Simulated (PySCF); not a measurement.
# Two runs on C5H15NSi2

System: C5H15NSi2.
Method of run 1: GIAO PBE0/pcSseg-1 NMR shielding, non-relativistic, gas phase (PySCF 2.14.0).

The geometry comes from this level: PBE0-D3(BJ)/def2-SVP. Text and figures count atoms from 1; the logs count them from 0 in places.

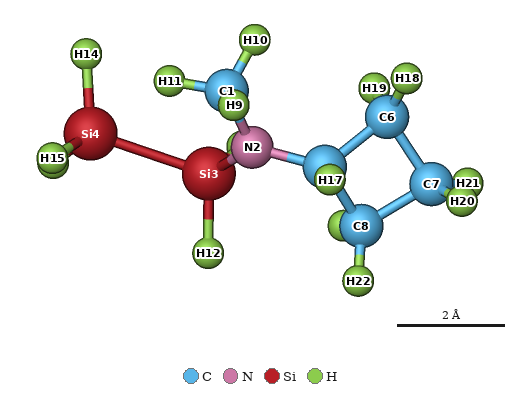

Fig. 1: The input geometry (ball-and-stick view, seen at a tilt; atoms are numbered from 1 in the order of the input). Bond lengths as drawn: C–C 1.54 to 1.55 Å, C–H 1.10 to 1.11 Å, C–N 1.44 Å, H–Si 1.50 to 1.51 Å, N–Si 1.74 Å and Si–Si 2.35 Å.

## Input, run 1
```
{"job": {"kind": "nmr", "xc": "PBE0", "basis": "pcSseg-1"}, "charge": 0, "multiplicity": 1}
C      1.291582     2.153898     0.341062
N      0.783906     0.841217     0.024239
Si     1.712796    -0.618065     0.230770
Si     3.995192    -0.099413     0.382834
C     -0.644562     0.817664    -0.145026
C     -1.592635     0.967737     1.071849
C     -2.558938     0.007686     0.354216
C     -1.369294    -0.495443    -0.484462
H      0.971432     2.889085    -0.420840
H      0.943439     2.527822     1.324170
H      2.392015     2.166870     0.357810
H      1.519722    -1.548846    -0.926651
H      1.354991    -1.416911     1.456682
H      4.308399     0.678922     1.622463
H      4.454768     0.696654    -0.798542
H      4.769929    -1.379326     0.424616
H     -0.925127     1.580734    -0.898722
H     -1.949380     1.973317     1.341204
H     -1.144758     0.495589     1.961008
H     -3.291015     0.551130    -0.262455
H     -3.098936    -0.730252     0.964474
H     -1.519051    -0.747221    -1.544635
H     -0.892289    -1.356661     0.012160
```

The first line tells a small driver script what to run in PySCF; the rest is the geometry in Å.

Command:
```bash
OMP_NUM_THREADS=1 python <driver script> task.json out
```

Hardware: 1 CPU thread, shared host.

## Output (run 1)
```
coarse grid: 19040 points
cycle   1  E = -832.5748229799  dE =  5.806e-01  |g| = 3.903e-01  |ddm| = 4.193e+00
cycle   2  E = -832.5575050494  dE =  1.732e-02  |g| = 4.840e-01  |ddm| = 9.357e-01
cycle   3  E = -832.6141039826  dE = -5.660e-02  |g| = 6.671e-02  |ddm| = 5.903e-01
cycle   4  E = -832.6148066807  dE = -7.027e-04  |g| = 3.401e-02  |ddm| = 9.688e-02
cycle   5  E = -832.6150613874  dE = -2.547e-04  |g| = 6.108e-03  |ddm| = 3.650e-02
cycle   6  E = -832.6150683998  dE = -7.012e-06  |g| = 1.828e-03  |ddm| = 6.526e-03
final grid: 171464 points
cycle   7  E = -832.6611742777  dE = -4.156e-05  |g| = 8.838e-03  |ddm| = 3.551e-02
cycle   8  E = -832.6611602268  dE =  1.405e-05  |g| = 1.159e-02  |ddm| = 2.093e-02
cycle   9  E = -832.6611944219  dE = -3.420e-05  |g| = 8.168e-04  |ddm| = 1.220e-02
cycle  10  E = -832.6611945428  dE = -1.208e-07  |g| = 3.175e-04  |ddm| = 1.028e-03
cycle  11  E = -832.6611945627  dE = -1.990e-08  |g| = 6.800e-05  |ddm| = 3.234e-04
cycle  12  E = -832.6611945636  dE = -9.402e-10  |g| = 2.475e-05  |ddm| = 1.015e-04
converged SCF energy = -832.6611945636

GIAO shielding tensors (ppm)
atom      isotropic    diamagn.    paramagn.     s11        s22        s33       span
  0 C      144.882     242.797     -97.915    120.885    131.558    182.202     61.318
  1 N      236.590     329.007     -92.417    197.272    219.519    292.980     95.708
  2 Si     403.388     881.931    -478.543    344.601    384.358    481.207    136.606
  3 Si     460.027     880.550    -420.523    454.910    457.534    467.637     12.727
  4 C      125.892     243.568    -117.676    103.125    113.270    161.280     58.155
  5 C      153.186     253.102     -99.916    142.835    145.768    170.955     28.120
  6 C      167.785     252.991     -85.207    156.420    170.216    176.717     20.297
  7 C      152.346     248.880     -96.533    136.603    149.691    170.744     34.141
  8 H       29.050      28.991       0.059     25.137     26.093     35.921     10.784
  9 H       28.774      29.281      -0.507     24.452     26.618     35.252     10.800
 10 H       28.870      30.245      -1.376     22.874     29.784     33.951     11.077
 11 H       26.344      31.281      -4.937     22.134     25.653     31.246      9.112
 12 H       26.068      30.869      -4.801     21.831     25.331     31.042      9.211
 13 H       27.656      29.109      -1.453     24.418     26.122     32.427      8.010
 14 H       27.665      29.148      -1.483     24.353     25.934     32.709      8.357
 15 H       27.858      28.427      -0.569     24.722     25.188     33.663      8.940
 16 H       28.209      32.835      -4.627     24.125     28.541     31.960      7.835
 17 H       29.226      30.976      -1.750     24.825     27.275     35.578     10.753
 18 H       29.645      32.232      -2.587     27.202     28.980     32.754      5.552
 19 H       29.723      30.464      -0.741     26.299     26.944     35.927      9.628
 20 H       29.617      29.604       0.013     25.428     26.501     36.923     11.495
 21 H       29.107      31.380      -2.273     25.102     26.520     35.700     10.598
 22 H       29.001      32.705      -3.704     25.486     29.407     32.110      6.624
```

Run 2 used a changed input.

## The two runs side by side

| quantity | run 1 | run 2 |
| --- | --- | --- |
| outcome | converged | converged |
| total energy (hartree) | −832.661195 | −833.125331 |
| HOMO (eV) | −6.26 | −8.11 |
| LUMO (eV) | 0.31 | 2.08 |
| dipole moment (D) | 1.31 | 1.33 |
| shielding of N2 (ppm) | 236.6 | 239.5 |
| shielding of Si4 (ppm) | 460.0 | 459.0 |
| shielding of C5 (ppm) | 125.9 | 127.1 |
| shielding of C6 (ppm) | 153.2 | 153.5 |
| shielding of C7 (ppm) | 167.8 | 168.2 |
| shielding of C8 (ppm) | 152.3 | 153.1 |
| shielding of H13 (ppm) | 26.1 | 26.4 |
| SCF iterations | 12 | 13 |
| basis functions | 225 | 225 |
| wall time (shared host) | 1.8 min | 1.8 min |

Which change of the input explains these differences?

The change (lines with − go, lines with + come):
```diff
-"xc": "PBE0"
+"xc": "wB97X-D"
+"pop": false
```

The total energies belong to different methods, so their difference says nothing on which is more stable or more accurate. The HOMO goes from −6.26 to −8.11 eV. The LUMO goes from 0.31 to 2.08 eV. Of all shieldings, the largest change is that of N2, by +2.9 ppm. The functional changes from PBE0 to wB97X-D. The SCF takes 13 iterations against 12.

## Output (run 2)
```
coarse grid: 19040 points
cycle   1  E = -833.0366374956  dE =  8.364e-01  |g| = 3.327e-01  |ddm| = 4.161e+00
cycle   2  E = -833.0536801824  dE = -1.704e-02  |g| = 2.671e-01  |ddm| = 5.486e-01
cycle   3  E = -833.0681538290  dE = -1.447e-02  |g| = 5.569e-02  |ddm| = 2.478e-01
cycle   4  E = -833.0688207447  dE = -6.669e-04  |g| = 2.254e-02  |ddm| = 8.121e-02
cycle   5  E = -833.0689399293  dE = -1.192e-04  |g| = 3.646e-03  |ddm| = 2.442e-02
cycle   6  E = -833.0689440143  dE = -4.085e-06  |g| = 1.036e-03  |ddm| = 6.981e-03
final grid: 171464 points
cycle   7  E = -833.1253209986  dE = -2.226e-04  |g| = 6.172e-03  |ddm| = 4.978e-02
cycle   8  E = -833.1253245468  dE = -3.548e-06  |g| = 5.681e-03  |ddm| = 1.423e-02
cycle   9  E = -833.1253311526  dE = -6.606e-06  |g| = 8.668e-04  |ddm| = 5.155e-03
cycle  10  E = -833.1253313312  dE = -1.786e-07  |g| = 3.795e-04  |ddm| = 1.559e-03
cycle  11  E = -833.1253313665  dE = -3.523e-08  |g| = 8.367e-05  |ddm| = 5.334e-04
cycle  12  E = -833.1253313686  dE = -2.161e-09  |g| = 2.115e-05  |ddm| = 1.521e-04
cycle  13  E = -833.1253313689  dE = -2.321e-10  |g| = 6.595e-06  |ddm| = 7.459e-05
converged SCF energy = -833.1253313689

GIAO shielding tensors (ppm)
atom      isotropic    diamagn.    paramagn.     s11        s22        s33       span
  0 C      145.095     242.511     -97.416    121.306    132.063    181.917     60.612
  1 N      239.512     329.392     -89.880    200.126    223.107    295.303     95.177
  2 Si     403.607     882.031    -478.425    345.250    383.977    481.593    136.343
  3 Si     458.980     880.252    -421.272    453.744    456.562    466.635     12.890
  4 C      127.144     243.965    -116.822    104.657    114.300    162.475     57.818
  5 C      153.462     253.344     -99.882    142.615    146.515    171.255     28.641
  6 C      168.203     253.005     -84.802    157.068    170.923    176.618     19.550
  7 C      153.093     249.090     -95.997    137.879    150.218    171.183     33.303
  8 H       29.171      29.156       0.015     25.215     26.263     36.034     10.820
  9 H       28.926      29.508      -0.582     24.591     26.811     35.376     10.785
 10 H       29.029      30.482      -1.452     23.080     29.864     34.144     11.064
 11 H       26.600      31.607      -5.007     22.447     25.893     31.460      9.012
 12 H       26.369      31.233      -4.864     22.198     25.641     31.267      9.069
 13 H       27.795      29.148      -1.353     24.552     26.287     32.545      7.993
 14 H       27.802      29.207      -1.405     24.486     26.108     32.811      8.325
 15 H       27.983      28.345      -0.361     24.838     25.317     33.795      8.957
 16 H       28.414      33.084      -4.671     24.259     28.786     32.195      7.936
 17 H       29.385      31.008      -1.623     25.039     27.413     35.703     10.664
 18 H       29.811      32.566      -2.755     27.357     29.093     32.984      5.628
 19 H       29.876      30.504      -0.629     26.423     27.066     36.138      9.715
 20 H       29.751      29.695       0.056     25.554     26.619     37.081     11.527
 21 H       29.265      31.498      -2.233     25.268     26.672     35.855     10.587
 22 H       29.177      33.123      -3.945     25.626     29.561     32.345      6.719
```
